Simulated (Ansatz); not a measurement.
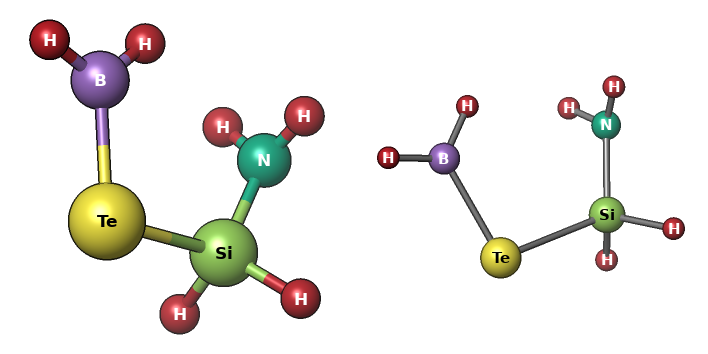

The same structure drawn twice, from different directions.

The computed structure is the end point of a PBE0-D4/def2-TZVP optimisation.

Description:

It has 10 atoms: 1 boron, 6 hydrogen, 1 nitrogen, 1 silicon and 1 tellurium (BH₆NSiTe). SMILES: `B[Te][SiH2]N`. It has no ring. Among its groups: Si–H bond, Si–N bond, B–H bond. Coordination, clear cases only: 1 B trigonal planar; 1 Te bent; 1 Si tetrahedral.

More results for the same structure follow; atom numbers are the same in all pictures, views and colours differ.

### Geometry

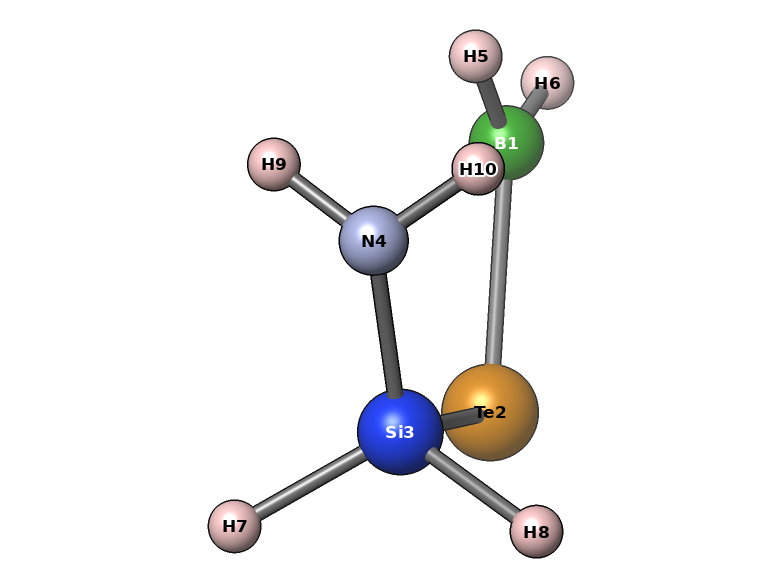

Te2 lies behind Si3. The molecule seen a little off the Si3–Te2 bond, Si3 in front. Distant atoms are faded towards the background colour.

Question: What is the torsion angle N4–Si3–Te2–B1? The sign is positive where the front bond must turn clockwise to cover the back bond.

Answer: 2°, synperiplanar (eclipsed).

### Vibrations

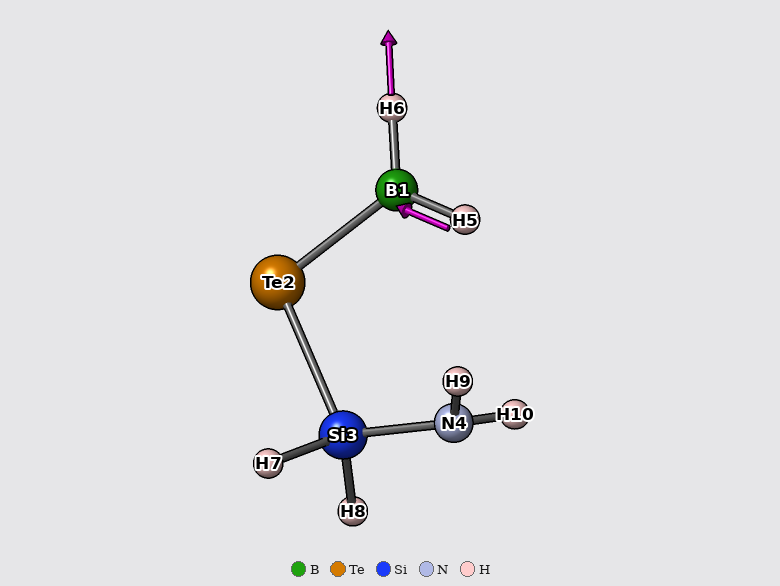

The arrows show one normal mode. Harmonic vibrations computed with RKS PBE0-D4/def2-TZVP, core potentials on Te (Ansatz 0.2.0) at a stationary point of the same level.

Question: What kind of motion is it?

Answer: Mostly out-of-phase stretching of 2 B–H bonds.

Question: Estimate its harmonic wavenumber.

Answer: 2713 cm⁻¹; it is mode 22 of 24 counted from the lowest.

### Electronic properties

Properties computed with RKS B3LYP-D4/def2-TZVPP, core potentials on Te (Ansatz 0.2.0).

Predict the main results.

- dipole moment: 1.38 D
- HOMO energy (Kohn–Sham orbital): −6.70 eV
- LUMO energy (Kohn–Sham orbital): −1.75 eV
- HOMO–LUMO gap: 4.95 eV
- dispersion correction: −39.5 kJ/mol

### Charges

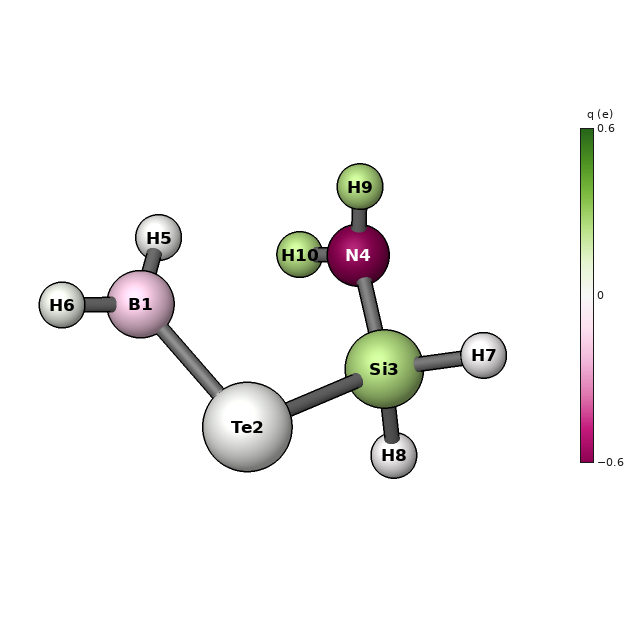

Atoms are coloured by their Mulliken charges. Properties computed with RKS PBE0-D4/def2-TZVP, core potentials on Te (Ansatz 0.2.0).

Give the Mulliken charges atom by atom.

```
atom  value (e)
  B1      −0.18
 Te2       0.01
 Si3       0.25
  N4      −0.60
  H5       0.01
  H6       0.03
  H7      −0.01
  H8      −0.01
  H9       0.25
 H10       0.25
```

Mulliken values depend strongly on the basis set and can even reverse the polarity of a bond.
